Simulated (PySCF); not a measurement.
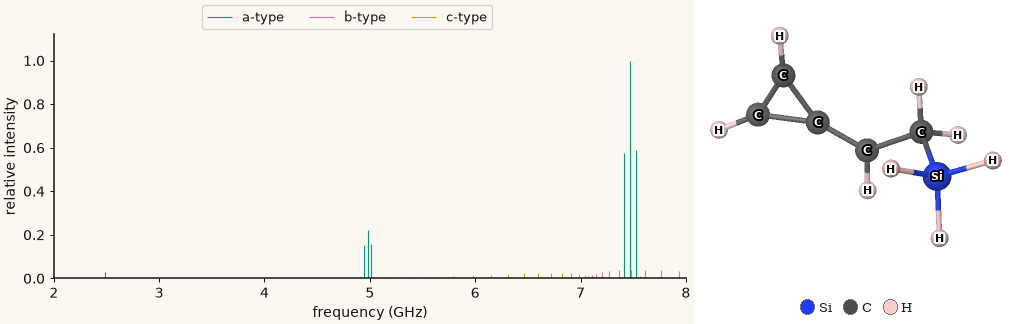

C₅H₈Si, SMILES [SiH3]CC=C1C=C1. Simulated rotational absorption lines between 2 and 8 GHz at 5 K: rigid rotor with the equilibrium constants and dipole of one optimised conformer (PBE0-D3(BJ)/def2-SVP, PySCF 2.14.0), commonest isotopes; no centrifugal distortion, hyperfine structure, internal rotation or nuclear-spin weights; lines within 1 MHz of each other are summed. Lines of different type are drawn apart.

> What are the rotational constants, and what kind of rotor is it?

Rotational constants A, B, C = 8.336, 1.263, 1.227 GHz; Ray's κ = −0.99, a near-prolate asymmetric top.

> Which dipole components drive the lines?

|μa|, |μb|, |μc| = 2.46, 0.50, 0.45 D; a-type lines carry 83 % of the intensity in this range.

Known limits of this run: coarse grid, loose stop and no frequency check, small forces are noise and the end may be a saddle.
